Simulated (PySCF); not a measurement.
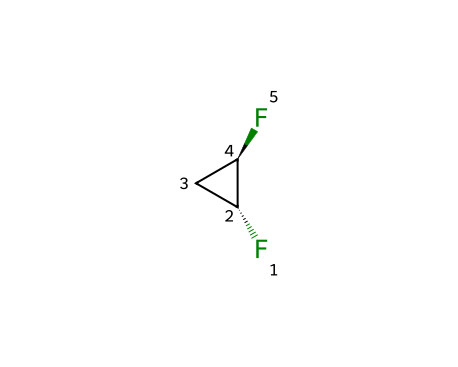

A structural formula, with wedges where it has stereocentres; small numbers name the atoms. The configuration is that of a computed structure (PBE0-D3(BJ)/def2-SVP).

Question: Give the R/S and E/Z labels.

Answer: C2: R; C4: R.
